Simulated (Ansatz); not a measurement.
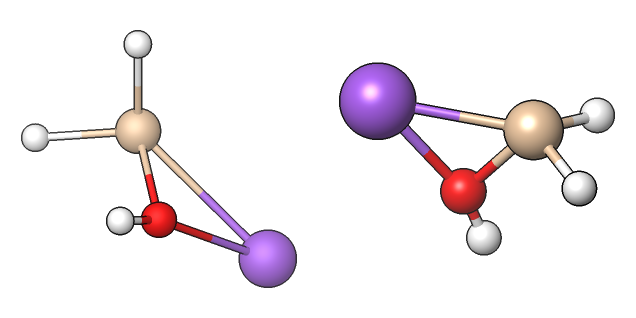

Both panels show the same species. Colours: oxygen red, silicon light orange, sodium purple, hydrogen white.

The computed structure is the end point of a PBE0-D4/def2-TZVP optimisation. No frequency run is at hand to confirm it as a minimum.

Identify the structure.

It has 6 atoms: 3 hydrogen, 1 sodium, 1 oxygen and 1 silicon (H3NaOSi). The point group is Cs. Coordination, clear cases only: 1 O T-shaped.

The parts below concern this one geometry. Atoms keep their numbers from picture to picture.

## Electronic properties

No frequency run is at hand to confirm it as a minimum. Method: RKS PBE0-D4/def2-TZVPP (Ansatz 0.2.0).

**Give the LUMO energy (Kohn–Sham orbital) at this level.**

−1.40 eV.

**What is the HOMO energy (Kohn–Sham orbital)?**

−4.73 eV.

## Charges

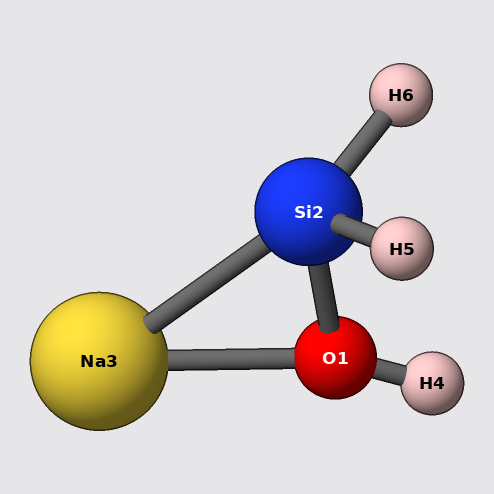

The questions are on Mulliken charges. No frequency run is at hand to confirm it as a minimum. Properties computed with RKS PBE0-D4/def2-TZVP (Ansatz 0.2.0).

**Which atom carries the highest charge (most positive or least negative)?**

Na3 (0.63 e).

**And the lowest?**

O1 (−0.67 e).

List the Mulliken charges.

```json
{"atom": "O1", "value (e)": "−0.67"}
{"atom": "Si2", "value (e)": "−0.13"}
{"atom": "Na3", "value (e)": "0.63"}
{"atom": "H4", "value (e)": "0.31"}
{"atom": "H5", "value (e)": "−0.08"}
{"atom": "H6", "value (e)": "−0.08"}
```

## Dipole moment

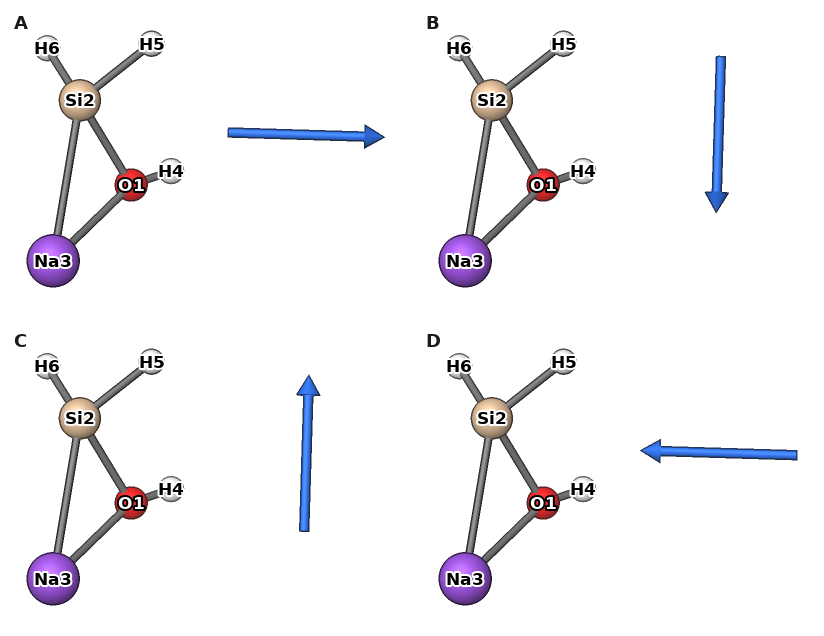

The same molecule four times, each with an arrow. No frequency run is at hand to confirm it as a minimum. Properties computed with RKS PBE0-D4/def2-TZVP (Ansatz 0.2.0).

**Which arrow points along the dipole moment, from the negative to the positive end?**

B. The dipole moment is 6.71 D; it points from the side of H5, H6 to the side of Na3 (the outermost atoms at the two ends).

Mulliken values depend strongly on the basis set and can even reverse the polarity of a bond.
